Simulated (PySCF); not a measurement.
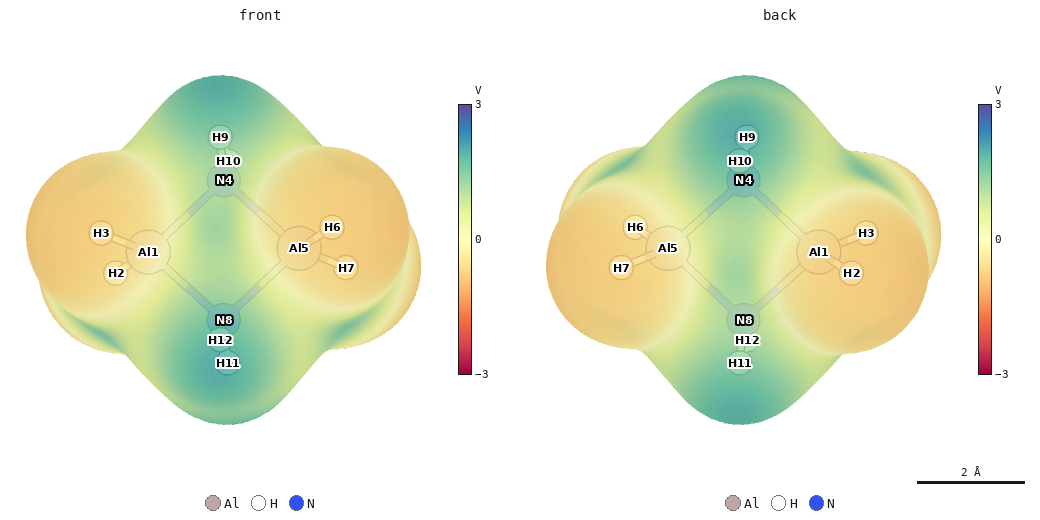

The picture shows: Al$_{2}$H$_{8}$N$_{2}$ ((H2Al-mu-NH2)2). The electrostatic potential painted on the density surface at 0.002 e/bohr³, seen from the front and from behind; red is negative and blue positive.

Geometry: PBE0-D3(BJ)/def2-SVP.

These are results of PBE0/pcSseg-1 Al:pcSseg-2, SCF density, gas phase, non-relativistic in PySCF, not measurements.

```yaml
atoms:
  - { symbol: Al, position_ang: [-0.3382, -0.9082, 1.0497] }
  - { symbol: H, position_ang: [-1.7509, -1.6435, 0.9561] }
  - { symbol: H, position_ang: [0.6945, -1.1311, 2.2435] }
  - { symbol: N, position_ang: [-0.5691, 1.0158, 0.6951] }
  - { symbol: Al, position_ang: [0.3588, 0.8927, -1.0393] }
  - { symbol: H, position_ang: [1.7702, 1.6314, -0.9510] }
  - { symbol: H, position_ang: [-0.6797, 1.1094, -2.2305] }
  - { symbol: N, position_ang: [0.5912, -1.0305, -0.6833] }
  - { symbol: H, position_ang: [-0.1206, 1.6368, 1.3698] }
  - { symbol: H, position_ang: [-1.5417, 1.3194, 0.6319] }
  - { symbol: H, position_ang: [0.1366, -1.6420, -1.3625] }
  - { symbol: H, position_ang: [1.5645, -1.3329, -0.6285] }
```

### Where is the surface potential most negative and most positive?

The most negative region (about −0.8 V, or −18 kcal/mol for a unit charge) lies over H2, H3, H6 and H7, the most positive (about +2.0 V, or +46 kcal/mol for a unit charge) over H9, H10, H11 and H12.

### What dipole moment does the calculation give?

Its dipole moment is 0.02 D.
